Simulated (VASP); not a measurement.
# A VASP study of MnI (r2SCAN + U): structure first, properties next, part 4 of 5

Aim: relax MnI, then compute properties on the relaxed cell. The cell is invented: it takes the structure of COD entry 9004456, CuI (space group 216 there), with some of its atoms replaced by other elements, volume scaled by an estimate. It may not be a known or stable phase. Left out of this account: 2 further runs (core levels: core levels are not valid at this level; relaxation: a spoilt try).

VASP 6.6.1, plane waves and PAW; the level of theory is named at each step.

Still holding for the runs below: The cell holds one magnetic atom, so no antiferromagnetic order fits into it. The k-mesh is coarse for a metal.

So far, moment of the cell, from the last line of the log (μB): step 2 (relaxing cell and atoms (r2SCAN + U)) -5.98; step 3 (k-mesh 5×5×5) 5.98. The relaxed cell has a = 7.354 Å (conventional setting).

### 5. Bands along the symmetry lines (r2SCAN + U)

This step: r2SCAN, DFT+U (Mn d 6 eV), spin-polarised from a ferromagnetic start; plane waves and PAW (I, Mn_pv); invented cell (VASP 6.6.1).

The mesh alone shows little of the dispersion and can miss band extrema, so KPOINTS_OPT adds a path through the symmetry points after the self-consistent cycle.

Input file INCAR:

```
SYSTEM = MnI
PREC = Accurate
ENCUT = 400
EDIFF = 1E-06
NELM = 100
ISMEAR = -1
SIGMA = 0.05
LREAL = .FALSE.
ALGO = Normal
METAGGA = R2SCAN
LASPH = .TRUE.
ISPIN = 2
MAGMOM = 0.149 5.036
LDAU = .TRUE.
LDAUTYPE = 2
LDAUL = -1 2
LDAUU = 0 6
LDAUJ = 0 0
LDAUPRINT = 1
LMAXMIX = 4
LORBIT = 11
LWAVE = .FALSE.
LCHARG = .FALSE.
```

Input file POSCAR:

```
MnI
1.0
    0.0000000000      3.6770304868      3.6770304868
    3.6770304868      0.0000000000      3.6770304868
    3.6770304868      3.6770304868      0.0000000000
I Mn
1 1
Direct
    0.0000000000      0.0000000000      0.0000000000
    0.2500000000      0.2500000000      0.2500000000
```

Input file KPOINTS:

```
Automatic mesh
0
Gamma
5 5 5
0 0 0
```

Input file KPOINTS_OPT:

```
Line mode
16
Line-mode
Reciprocal
  0.00000000   0.00000000   0.00000000 GAMMA
  0.50000000   0.00000000   0.50000000 X

  0.50000000   0.00000000   0.50000000 X
  0.50000000   0.25000000   0.75000000 W

  0.50000000   0.25000000   0.75000000 W
  0.37500000   0.37500000   0.75000000 K

  0.37500000   0.37500000   0.75000000 K
  0.00000000   0.00000000   0.00000000 GAMMA

  0.00000000   0.00000000   0.00000000 GAMMA
  0.50000000   0.50000000   0.50000000 L

  0.50000000   0.50000000   0.50000000 L
  0.62500000   0.25000000   0.62500000 U

  0.62500000   0.25000000   0.62500000 U
  0.50000000   0.25000000   0.75000000 W

  0.50000000   0.25000000   0.75000000 W
  0.50000000   0.50000000   0.50000000 L

  0.50000000   0.50000000   0.50000000 L
  0.37500000   0.37500000   0.75000000 K

  0.62500000   0.25000000   0.62500000 U
  0.50000000   0.00000000   0.50000000 X
```

PAW data sets: I and Mn_pv (PBE family, release 64).

Started as:

```bash
$ mpirun -np 1 vasp_std
```

The log of the run:

```text
[... set-up lines as in an earlier step ...]
 entering main loop
       N       E                     dE             d eps       ncg     rms          rms(c)
DAV:   1     0.514678966480E+02    0.51468E+02   -0.95272E+03   840   0.821E+02
DAV:   2    -0.346240433072E+02   -0.86092E+02   -0.82445E+02   718   0.209E+02
DAV:   3    -0.393092156864E+02   -0.46852E+01   -0.46373E+01   846   0.497E+01
DAV:   4    -0.393865324798E+02   -0.77317E-01   -0.77226E-01   714   0.660E+00
DAV:   5    -0.393883481966E+02   -0.18157E-02   -0.18157E-02   767   0.115E+00    0.826E+00
DAV:   6    -0.370280890611E+02    0.23603E+01   -0.87131E+00   682   0.337E+01    0.845E+00
DAV:   7    -0.376071757649E+02   -0.57909E+00   -0.83002E-01   715   0.660E+00    0.466E+00
DAV:   8    -0.376542720141E+02   -0.47096E-01   -0.11321E-01   715   0.319E+00    0.251E+00
DAV:   9    -0.376863776541E+02   -0.32106E-01   -0.37931E-02   738   0.160E+00    0.656E-01
DAV:  10    -0.376955019668E+02   -0.91243E-02   -0.84827E-03   684   0.771E-01    0.252E-01
DAV:  11    -0.376956287642E+02   -0.12680E-03   -0.33795E-03   696   0.424E-01    0.973E-02
DAV:  12    -0.376965302217E+02   -0.90146E-03   -0.81085E-04   698   0.253E-01    0.573E-02
DAV:  13    -0.376967592953E+02   -0.22907E-03   -0.65945E-05   705   0.641E-02    0.328E-02
DAV:  14    -0.376967960111E+02   -0.36716E-04   -0.20928E-05   684   0.363E-02    0.124E-02
DAV:  15    -0.376967997319E+02   -0.37208E-05   -0.10660E-05   671   0.193E-02    0.717E-03
DAV:  16    -0.376968012540E+02   -0.15221E-05   -0.10721E-06   628   0.887E-03    0.366E-03
DAV:  17    -0.376968026122E+02   -0.13582E-05   -0.50305E-07   603   0.574E-03    0.222E-03
DAV:  18    -0.376968015426E+02    0.10697E-05   -0.50468E-08   350   0.190E-03    0.692E-04
DAV:  19    -0.376968017616E+02   -0.21904E-06   -0.14359E-08   346   0.879E-04
   1 F= -.37696802E+02 E0= -.37695887E+02  d E =-.182899E-02  mag=     5.9840
 Start KPOINTS_OPT (optional k-point list driver)
k-point batch [1-10\160]
       N       E                     dE             ncg
DAV:   1    -0.247557071883E+04   -0.38786E+04      840
DAV:   2    -0.338227187079E+04   -0.90670E+03      795
DAV:   3    -0.342334024730E+04   -0.41068E+02      823
DAV:   4    -0.342416700675E+04   -0.82676E+00      738
DAV:   5    -0.342418658967E+04   -0.19583E-01      718
DAV:   6    -0.342418762464E+04   -0.10350E-02      943
DAV:   7    -0.342418763453E+04   -0.98907E-05      706
DAV:   8    -0.342418763482E+04   -0.28991E-06      440
[...]
k-point batch [151-160\160]
       N       E                     dE             ncg
DAV:   1    -0.262248090032E+04   -0.76217E+04      840
DAV:   2    -0.340713116125E+04   -0.78465E+03      790
DAV:   3    -0.344032408746E+04   -0.33193E+02      829
DAV:   4    -0.344090951385E+04   -0.58543E+00      770
DAV:   5    -0.344092488688E+04   -0.15373E-01      853
DAV:   6    -0.344092566606E+04   -0.77917E-03      899
DAV:   7    -0.344092568368E+04   -0.17622E-04      819
DAV:   8    -0.344092568499E+04   -0.13055E-05      629
DAV:   9    -0.344092568503E+04   -0.47286E-07      405
```

Run time: 18 min. Hardware: 1 MPI rank of AMD EPYC 7R43, shared host; peak memory 0.23 GiB.

Parts of OUTCAR (step 5):

```text
   k-points           NKPTS =     10   k-points in BZ     NKDIM =     10   number of bands    NBANDS=     17

   NELECT =      20.0000    total number of electrons

atom =   2  type =  2  l = 2

 onsite density matrix

spin component  1

  0.9475 -0.0000  0.0000 -0.0000 -0.0000
 -0.0000  0.9475  0.0000 -0.0000 -0.0000
  0.0000  0.0000  0.9458  0.0000 -0.0000
 -0.0000 -0.0000  0.0000  0.9475  0.0000
 -0.0000 -0.0000 -0.0000  0.0000  0.9458

spin component  2

  0.0077  0.0000 -0.0000  0.0000 -0.0000
  0.0000  0.0077 -0.0000  0.0000  0.0000
 -0.0000 -0.0000  0.0014 -0.0000 -0.0000
  0.0000  0.0000 -0.0000  0.0077 -0.0000
 -0.0000  0.0000 -0.0000 -0.0000  0.0014

 occupancies and eigenvectors

  o =  0.0014  v =  0.0000  0.0000  0.0000  0.0000  0.0000  0.0000 -0.0000  0.9996  0.0000  0.0266      0.0000  0.0000  0.0000  0.0000  0.0000  0.0000  0.0000  0.0000  0.0000  0.0000
  o =  0.0014  v =  0.0000  0.0000  0.0000  0.0000  0.0000  0.0000 -0.0000 -0.0266  0.0000  0.9996      0.0000  0.0000  0.0000  0.0000  0.0000  0.0000  0.0000  0.0000  0.0000  0.0000
  o =  0.0077  v =  0.0000  0.0000  0.0000  0.0000  0.0000 -0.0010  1.0000  0.0000  0.0007  0.0000      0.0000  0.0000  0.0000  0.0000  0.0000  0.0000  0.0000  0.0000  0.0000  0.0000
  o =  0.0077  v =  0.0000  0.0000  0.0000  0.0000  0.0000  0.0013  0.0007 -0.0000 -1.0000  0.0000      0.0000  0.0000  0.0000  0.0000  0.0000  0.0000  0.0000  0.0000  0.0000  0.0000
  o =  0.0077  v =  0.0000  0.0000  0.0000  0.0000  0.0000  1.0000  0.0010 -0.0000  0.0013 -0.0000      0.0000  0.0000  0.0000  0.0000  0.0000  0.0000  0.0000  0.0000  0.0000  0.0000
  o =  0.9458  v =  0.0000 -0.0000  0.0252  0.0000  0.9997  0.0000  0.0000  0.0000  0.0000  0.0000      0.0000  0.0000  0.0000  0.0000  0.0000  0.0000  0.0000  0.0000  0.0000  0.0000
  o =  0.9458  v =  0.0000  0.0000 -0.9997 -0.0000  0.0252  0.0000  0.0000  0.0000  0.0000  0.0000      0.0000  0.0000  0.0000  0.0000  0.0000  0.0000  0.0000  0.0000  0.0000  0.0000
  o =  0.9475  v =  1.0000  0.0000  0.0000  0.0000  0.0000  0.0000  0.0000  0.0000  0.0000  0.0000      0.0000  0.0000  0.0000  0.0000  0.0000  0.0000  0.0000  0.0000  0.0000  0.0000
  o =  0.9475  v =  0.0000 -0.9100 -0.0000  0.4145 -0.0000  0.0000  0.0000  0.0000  0.0000  0.0000      0.0000  0.0000  0.0000  0.0000  0.0000  0.0000  0.0000  0.0000  0.0000  0.0000
  o =  0.9475  v =  0.0000  0.4145 -0.0000  0.9100  0.0000  0.0000  0.0000  0.0000  0.0000  0.0000      0.0000  0.0000  0.0000  0.0000  0.0000  0.0000  0.0000  0.0000  0.0000  0.0000

 E-fermi :   2.5478

 spin component 1
 k-point     1 :       0.0000    0.0000    0.0000
  band No.  band energies     occupation
    ...
      9      -5.6575      1.00000
     10      -1.2349      1.00000
     11      -1.2349      1.00000
     12      -1.2349      1.00000
     13      -0.0772      1.00000
     14       4.7704      0.00000
     15       4.7704      0.00000
     16       4.7704      0.00000
     17       7.3557      0.00000

 k-point     2 :       0.2000    0.0000    0.0000
  band No.  band energies     occupation
    ...
      9      -5.6578      1.00000
     10      -2.1885      1.00000
     11      -1.3355      1.00000
     12      -1.3355      1.00000
     13       0.8276      1.00000
     14       4.5011      0.00000
     15       4.9887      0.00000
     16       4.9888      0.00000
     17       8.1655      0.00000

  Total        0.0107398      0.0107398      0.0107398     -0.0000000     -0.0000000     -0.0000000
  in kB        0.1730549      0.1730549      0.1730549     -0.0000000     -0.0000000     -0.0000000
  external PRESSURE =       0.1730549 kB  Pullay stress =       0.0000000 kB

 POSITION                                       TOTAL-FORCE (eV/Angst)
 -----------------------------------------------------------------------------------
      0.00000      0.00000      0.00000        -0.000000      0.000000     -0.000000
      1.83852      1.83852      1.83852         0.000000     -0.000000      0.000000
 -----------------------------------------------------------------------------------
    total drift:                                0.000028      0.000028      0.000028

  FREE ENERGIE OF THE ION-ELECTRON SYSTEM (eV)
  ---------------------------------------------------
  free  energy   TOTEN  =       -37.6968017616 eV

  energy  without entropy=      -37.6949727746  energy(sigma->0) =      -37.69588727

[... 9 parts as in an earlier step ...]

[... 13 further parts left out ...]
```

Spin-orbit coupling is off here; with elements this heavy it splits and shifts levels by tenths of an eV or more.

Numbers from this step:

```yaml
scf_cycles: 19
bands: 17
pressure: 0.01731 GPa
```

Spin up. Electronic bands along the path, in eV, zero at the Fermi level; v1 is the highest filled band, c1 the lowest empty one:

```tsv
point	v4	v3	v2	v1	c1	c2
Γ	-3.78	-3.78	-3.78	-2.62	2.22	2.22
X	-5.72	-4.48	-4.48	-0.32	0.55	4.35
W	-5.63	-4.67	-4.56	0.01	1.74	2.38
K	-5.65	-4.75	-4.35	-0.21	1.31	3.47
Γ	-3.78	-3.78	-3.78	-2.62	2.22	2.22
L	-5.76	-4.06	-4.06	-1.15	2.60	2.60
U	-5.65	-4.75	-4.35	-0.21	1.31	3.47
W	-5.63	-4.67	-4.56	0.01	1.74	2.38
L	-5.76	-4.06	-4.06	-1.15	2.60	2.60
K	-5.65	-4.75	-4.35	-0.21	1.31	3.47
jump to U	-5.65	-4.75	-4.35	-0.21	1.31	3.47
X	-5.72	-4.48	-4.48	-0.32	0.55	4.35
```

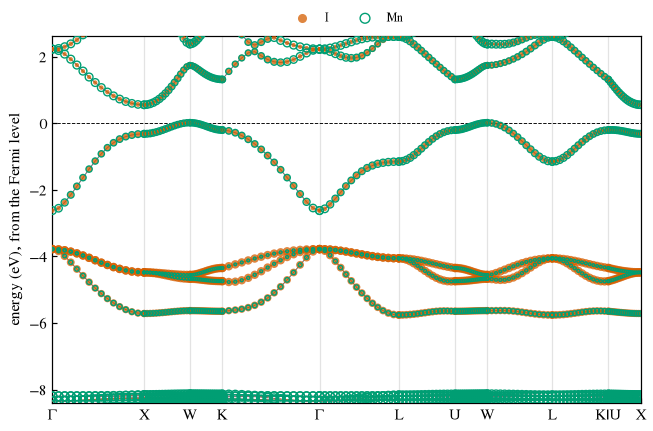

Electronic bands along the path; dots are coloured as in the legend, and their area grows with the weight.

Spin down. The electronic bands at the labelled points (eV, zero at the Fermi level; # counts the bands kept):

```tsv
point	#1	#2	#3	#4	#5	#6	#7
Γ	-4.02	-4.02	-4.02	-0.34	2.93	2.93	3.62
X	-5.10	-4.35	-4.35	1.27	1.60	3.19	3.19
W	-4.90	-4.61	-4.39	1.76	2.41	2.55	3.23
K	-4.96	-4.60	-4.28	1.60	2.06	3.00	3.10
Γ	-4.02	-4.02	-4.02	-0.34	2.93	2.93	3.62
L	-5.14	-4.13	-4.13	1.13	2.80	2.80	2.83
U	-4.96	-4.60	-4.28	1.60	2.06	3.00	3.10
W	-4.90	-4.61	-4.39	1.76	2.41	2.55	3.23
L	-5.14	-4.13	-4.13	1.13	2.80	2.80	2.83
K	-4.96	-4.60	-4.28	1.60	2.06	3.00	3.10
jump to U	-4.96	-4.60	-4.28	1.60	2.06	3.00	3.10
X	-5.10	-4.35	-4.35	1.27	1.60	3.19	3.19
```

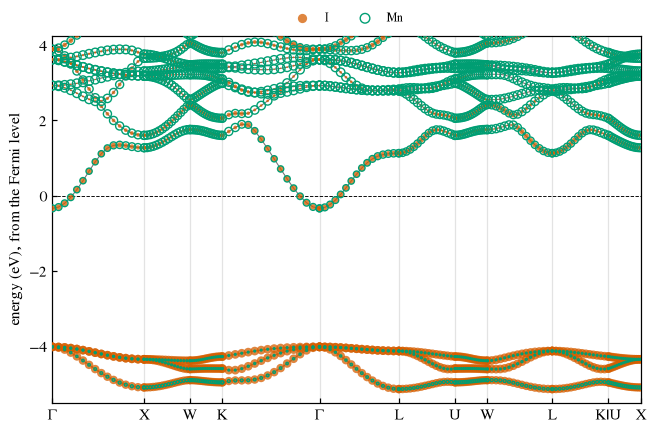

Electronic bands along the path; dots are coloured as in the legend, and their area grows with the weight.

There is no gap at this level.

### 6. Density of states (r2SCAN + U)

Here the states are counted by energy and projected on the atoms. The mesh is finer than in the run before.

Changes to INCAR since step 5:

```diff
@@ -5,3 +5,3 @@
 NELM = 100
-ISMEAR = -1
+ISMEAR = -5
 SIGMA = 0.05
@@ -23 +23,2 @@
 LCHARG = .FALSE.
+NEDOS = 2001
```

POSCAR is that of step 5.

Input file KPOINTS:

```
Automatic mesh
0
Gamma
7 7 7
0 0 0
```

Started as:

```bash
$ mpirun -np 1 vasp_std
```

The log of the run:

```text
[... set-up lines as in an earlier step ...]
 entering main loop
       N       E                     dE             d eps       ncg     rms          rms(c)
DAV:   1     0.528902262110E+02    0.52890E+02   -0.94753E+03  1680   0.813E+02
DAV:   2    -0.345926934017E+02   -0.87483E+02   -0.83544E+02  1475   0.210E+02
DAV:   3    -0.393007297876E+02   -0.47080E+01   -0.46697E+01  1650   0.505E+01
DAV:   4    -0.393795903588E+02   -0.78861E-01   -0.78747E-01  1464   0.674E+00
DAV:   5    -0.393813863581E+02   -0.17960E-02   -0.17942E-02  1533   0.115E+00    0.833E+00
DAV:   6    -0.370314123797E+02    0.23500E+01   -0.86895E+00  1364   0.337E+01    0.844E+00
DAV:   7    -0.376073118192E+02   -0.57590E+00   -0.82028E-01  1461   0.658E+00    0.467E+00
DAV:   8    -0.376523216060E+02   -0.45010E-01   -0.11026E-01  1461   0.317E+00    0.254E+00
DAV:   9    -0.376847007560E+02   -0.32379E-01   -0.37231E-02  1481   0.160E+00    0.717E-01
DAV:  10    -0.376928628458E+02   -0.81621E-02   -0.80215E-03  1377   0.740E-01    0.261E-01
DAV:  11    -0.376933717218E+02   -0.50888E-03   -0.36786E-03  1395   0.439E-01    0.970E-02
DAV:  12    -0.376941004275E+02   -0.72871E-03   -0.80091E-04  1395   0.254E-01    0.584E-02
DAV:  13    -0.376942782845E+02   -0.17786E-03   -0.68686E-05  1408   0.632E-02    0.339E-02
DAV:  14    -0.376945748768E+02   -0.29659E-03   -0.17142E-05  1379   0.334E-02    0.141E-02
DAV:  15    -0.376945852037E+02   -0.10327E-04   -0.12878E-05  1372   0.214E-02    0.739E-03
DAV:  16    -0.376945852018E+02    0.18513E-08   -0.11513E-06  1278   0.877E-03
   1 F= -.37694585E+02 E0= -.37694585E+02  d E =0.000000E+00  mag=     5.9968
 -----------------------------------------------------------------------------
|                                                                             |
|           W    W    AA    RRRRR   N    N  II  N    N   GGGG   !!!           |
|           W    W   A  A   R    R  NN   N  II  NN   N  G    G  !!!           |
|           W    W  A    A  R    R  N N  N  II  N N  N  G       !!!           |
|           W WW W  AAAAAA  RRRRR   N  N N  II  N  N N  G  GGG   !            |
|           WW  WW  A    A  R   R   N   NN  II  N   NN  G    G                |
|           W    W  A    A  R    R  N    N  II  N    N   GGGG   !!!           |
|                                                                             |
|     Tetrahedron method does not include variations of the Fermi             |
|     occupations, so forces and stress will be inaccurate. We suggest        |
|     using a different smearing scheme ISMEAR = 1 or 2 for metals in         |
|     relaxations.                                                            |
|                                                                             |
 -----------------------------------------------------------------------------
```

Elapsed: 4.9 min, on 1 MPI rank; peak memory 0.23 GiB.

Parts of OUTCAR (step 6):

```text
   k-points           NKPTS =     20   k-points in BZ     NKDIM =     20   number of bands    NBANDS=     17

   NELECT =      20.0000    total number of electrons

atom =   2  type =  2  l = 2

 onsite density matrix

spin component  1

  0.9475 -0.0000  0.0000  0.0000 -0.0000
 -0.0000  0.9475 -0.0000 -0.0000  0.0000
  0.0000 -0.0000  0.9458 -0.0000  0.0000
  0.0000 -0.0000 -0.0000  0.9475 -0.0000
 -0.0000  0.0000  0.0000 -0.0000  0.9458

spin component  2

  0.0077 -0.0000  0.0000 -0.0000  0.0000
 -0.0000  0.0077  0.0000  0.0000 -0.0000
  0.0000  0.0000  0.0014 -0.0000 -0.0000
 -0.0000  0.0000 -0.0000  0.0077  0.0000
  0.0000 -0.0000 -0.0000  0.0000  0.0014

 occupancies and eigenvectors

  o =  0.0014  v =  0.0000  0.0000  0.0000  0.0000  0.0000 -0.0000 -0.0000  0.9997  0.0000  0.0256      0.0000  0.0000  0.0000  0.0000  0.0000  0.0000  0.0000  0.0000  0.0000  0.0000
  o =  0.0014  v =  0.0000  0.0000  0.0000  0.0000  0.0000 -0.0000  0.0000 -0.0256 -0.0000  0.9997      0.0000  0.0000  0.0000  0.0000  0.0000  0.0000  0.0000  0.0000  0.0000  0.0000
  o =  0.0077  v =  0.0000  0.0000  0.0000  0.0000  0.0000 -1.0000 -0.0006 -0.0000 -0.0004 -0.0000      0.0000  0.0000  0.0000  0.0000  0.0000  0.0000  0.0000  0.0000  0.0000  0.0000
  o =  0.0077  v =  0.0000  0.0000  0.0000  0.0000  0.0000 -0.0006  1.0000 -0.0000 -0.0009 -0.0000      0.0000  0.0000  0.0000  0.0000  0.0000  0.0000  0.0000  0.0000  0.0000  0.0000
  o =  0.0077  v =  0.0000  0.0000  0.0000  0.0000  0.0000  0.0004 -0.0009 -0.0000 -1.0000  0.0000      0.0000  0.0000  0.0000  0.0000  0.0000  0.0000  0.0000  0.0000  0.0000  0.0000
  o =  0.9458  v =  0.0000 -0.0000 -0.9994 -0.0000 -0.0351  0.0000  0.0000  0.0000  0.0000  0.0000      0.0000  0.0000  0.0000  0.0000  0.0000  0.0000  0.0000  0.0000  0.0000  0.0000
  o =  0.9458  v =  0.0000  0.0000  0.0351  0.0000 -0.9994  0.0000  0.0000  0.0000  0.0000  0.0000      0.0000  0.0000  0.0000  0.0000  0.0000  0.0000  0.0000  0.0000  0.0000  0.0000
  o =  0.9475  v =  0.0000  0.0357  0.0000 -0.9994 -0.0000  0.0000  0.0000  0.0000  0.0000  0.0000      0.0000  0.0000  0.0000  0.0000  0.0000  0.0000  0.0000  0.0000  0.0000  0.0000
  o =  0.9475  v =  0.0000  0.9994 -0.0000  0.0357  0.0000  0.0000  0.0000  0.0000  0.0000  0.0000      0.0000  0.0000  0.0000  0.0000  0.0000  0.0000  0.0000  0.0000  0.0000  0.0000
  o =  0.9475  v =  1.0000  0.0000  0.0000  0.0000  0.0000  0.0000  0.0000  0.0000  0.0000  0.0000      0.0000  0.0000  0.0000  0.0000  0.0000  0.0000  0.0000  0.0000  0.0000  0.0000

 E-fermi :   2.4635

 spin component 1
 k-point     1 :       0.0000    0.0000    0.0000
  band No.  band energies     occupation
    ...
      9      -5.6561      1.00000
     10      -1.2317      1.00000
     11      -1.2317      1.00000
     12      -1.2317      1.00000
     13      -0.0809      1.00000
     14       4.7677      0.00000
     15       4.7678      0.00000
     16       4.7678      0.00000
     17       7.3576      0.00000

 k-point     2 :       0.1429    0.0000    0.0000
  band No.  band energies     occupation
    ...
      9      -5.6564      1.00000
     10      -1.8470      1.00000
     11      -1.2873      1.00000
     12      -1.2873      1.00000
     13       0.5210      1.00000
     14       4.5510      0.00000
     15       4.8959      0.00000
     16       4.8960      0.00000
     17       7.9980      0.00000

  Total        0.0245836      0.0245836      0.0245836     -0.0000000      0.0000000     -0.0000000
  in kB        0.3961272      0.3961272      0.3961272     -0.0000000      0.0000000     -0.0000000
  external PRESSURE =       0.3961272 kB  Pullay stress =       0.0000000 kB

  FREE ENERGIE OF THE ION-ELECTRON SYSTEM (eV)
  ---------------------------------------------------
  free  energy   TOTEN  =       -37.6945852018 eV

  energy  without entropy=      -37.6945852018  energy(sigma->0) =      -37.69458520

 magnetization (x)
# of ion       s       p       d       tot
------------------------------------------
    1        0.036   0.102   0.012   0.150
    2        0.315   0.026   4.697   5.039
--------------------------------------------------
tot          0.351   0.128   4.709   5.189

[... 7 parts as in an earlier step ...]

[... 15 further parts left out ...]
```

With tetrahedra the forces and stress of a metal are not exact derivatives of the energy.

Numbers from this step:

```yaml
scf_cycles: 16
irreducible_k_points: 20
free_energy_toten: -37.69 eV
fermi_energy: 2.463 eV
pressure: 0.03961 GPa
moment_of_the_cell_from_the_last_line_of_the_log: 5.997 μB
dos_at_the_fermi_level: 0.3080 states/eV/cell
```

The density of states has structure finer than the step of the table below, so its rows give means over 1 eV, whole bins alone (the curve runs from -7.64 to 4.04 eV). Peaks (eV: height): total down -4.9: 6.14, -4.2: 6.43, 3.4: 14.4, 3.5: 11.8; total up -5.5: 10.5, -4.0: 3.16, -0.2: 1.43, 2.7: 3.17; I p down -4.9: 2.43, -4.2: 3.04; Mn d up -5.5: 0.0844, -4.5: 0.0641, -4.0: 0.118, 2.8: 0.0267; Mn d down 2.8: 2.57, 3.4: 11.1, 3.5: 8.80, 4.0: 2.11.

States under -7.6 eV and over 4.0 eV are left out, among them most of the Mn d (centred near -8.1 eV) states; flat bands give spikes narrower than the energy grid, so sums over such rows miss the true count of states. Density of states against energy, zero at the Fermi level; means over each step; values in states/eV/cell:

```tsv
energy (eV)	total down	total up	I p down	Mn d up	Mn d down
-7	0	0	0	0	0
-6	0	0.585	0	0.00510	0
-5	0.946	0.867	0.378	0.0194	0.00277
-4	2.05	1.75	0.978	0.0588	0.0216
-3	0	0	0	0	0
-2	0	0.0464	0	1.5e-4	0
-1	0	0.464	0	0.00124	0
0	0.0337	0.495	0.00165	0.00199	1.2e-4
1	0.332	0.247	0.0223	0.00295	0.00727
2	1.32	0.776	0.0573	0.00889	0.240
3	3.59	1.52	0.0493	0.0132	2.25
```

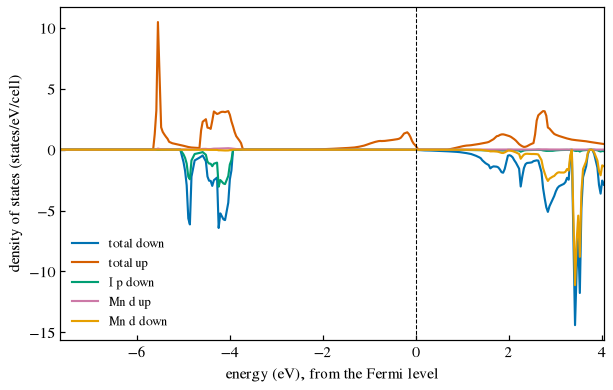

Density of states against energy. Down spins are drawn negative.

The finer mesh and the other smearing move the Fermi level by -0.08 eV from the 5×5×5 run, one measure of the sampling error in the zero of the bands above.

(Part 4 of 5 ends here.)

[Lines on the potential files, build, host, timing and source positions are cut from VASP's logs without a mark.]

[Logs are printed without paths, hosts, clocks, repeated set-up lines and the standing remarks that a program may print on its own settings, such as how far it seeks lower states.]

[Hosts, paths, dates, database ids (printed as entryN), source tags and the programs' standing remarks are cut or masked in the printed files.]

[A measured line is paired with the nearest computed mode of its activity, which favours agreement.]

[In band tables of VASP the shares of atoms and orbitals are scaled to a sum of 1 inside the atoms' spheres.]
